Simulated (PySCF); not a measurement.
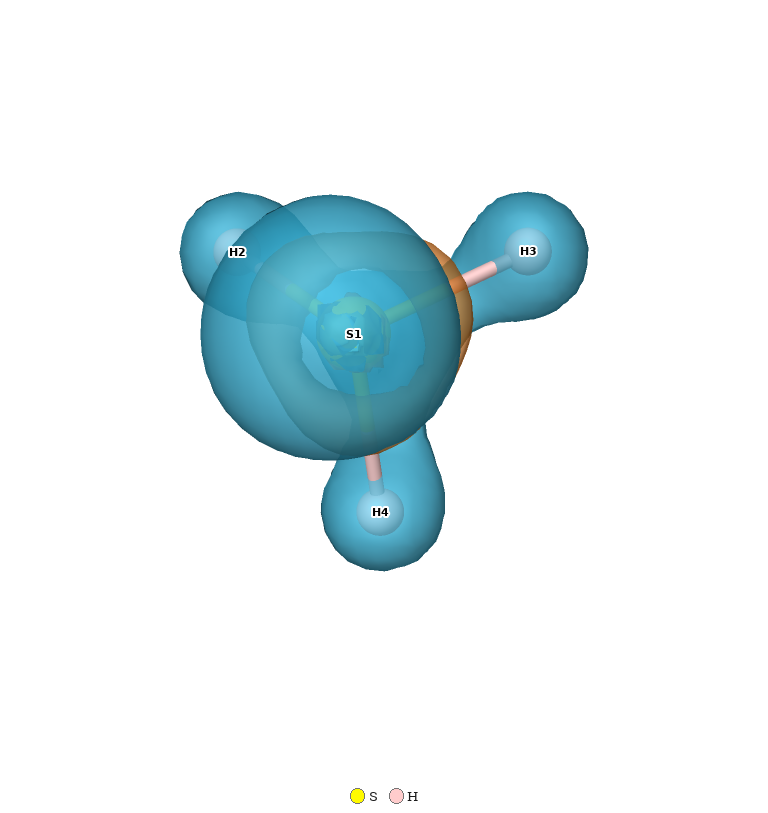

Figure 1: H3S, charge +1, SMILES `[SH3+]`. Fukui function f⁻ = ρ(N) − ρ(N−1) at fixed geometry, surfaces at ±0.08 e/Å³ (light blue positive, orange negative).

Level of theory: PBE0/def2-TZVP (PySCF), at a geometry from GFN2-xTB. No frequency check shows the geometry to be a minimum. GFN2-xTB bond lengths at metals and heavier atoms can be off by up to 0.1 Å and shapes distorted, which carries into these values.

Input script:

```python
import numpy as np
from pyscf import gto, scf, dft
from pyscf.scf import atom_ks, atom_hf
from scipy.linalg import block_diag

def solve(mol, dm0=None, hcore=None):
    mf = (dft.UKS if mol.spin else dft.RKS)(mol, xc='pbe0')
    mf.grids.level = 3
    mf = mf.density_fit(auxbasis='def2-universal-jkfit')
    mf.conv_tol, mf.max_cycle = 1e-8, 80
    if hcore is not None:
        mf.get_hcore = lambda *args: hcore
    mf.kernel(dm0)
    if not mf.converged:
        mf = mf.newton().run(mf.mo_coeff, mf.mo_occ, max_cycle=30)
    assert mf.converged, 'SCF not converged'
    return mf

mol = gto.M(atom='''
S      0.00000     0.00010    -0.11522
H      0.98184     0.58264     0.61485
H     -0.99609     0.55795     0.61485
H      0.01426    -1.14215     0.61386
''', basis='def2-tzvp', charge=1, spin=0, verbose=4)
mf = solve(mol)
out = dict(e0=mf.e_tot, dm0=mf.make_rdm1(), c=mf.mo_coeff, occ=mf.mo_occ, eps=mf.mo_energy)
for name, dq, spin in [('cation', 1, 1), ('anion', -1, 1)]:
    ion = mol.copy().set(charge=mol.charge + dq, spin=spin).build()
    mi = solve(ion)
    if spin and dq > 0 and mol.nao < 130:
        c, _, stable, _ = mi.stability(return_status=True)
        if not stable:
            mi = solve(ion, mi.make_rdm1(c, mi.mo_occ))
    print(name, 'vertical energy change / eV', (mi.e_tot - mf.e_tot) * 27.211386)
    out.update({'e_' + name: mi.e_tot, 'dm_' + name: mi.make_rdm1(), 's2_' + name: mi.spin_square()[0], 'eps_' + name: mi.mo_energy, 'occ_' + name: mi.mo_occ})
# spherically averaged free atoms, for the promolecule
atm = atom_ks.get_atm_nrks(mol, xc='pbe0')
pro = block_diag(*[(atm[a[0]][2] * atm[a[0]][3]) @ atm[a[0]][2].T for a in mol._atom])
np.savez('result.npz', pro=pro, **out)
```

Run with:

```sh
OMP_NUM_THREADS=1 python input.py
```

The run took 22 s on 1 thread of Intel(R) Xeon(R) Platinum 8259CL CPU @ 2.50GHz (Skylake/Cascade Lake) (shared host), peak memory 0.28 GiB.

Partitions, critical points and surface values were worked out afterwards from this run's density.

Which atoms respond most to the removal of an electron?

Answer. f⁻ (Hirshfeld-condensed) is largest on S1 (0.62); the vertical ionisation energy is 21.35 eV. Condensed values hint at sites of electrophilic attack but needn't mark the atom that reacts. Orbital relaxation makes it negative in places (0.10 e in all).

```
atom     f⁻  charge
  S1  +0.62   +0.48
  H2  +0.13   +0.17
  H3  +0.13   +0.17
  H4  +0.13   +0.17
```
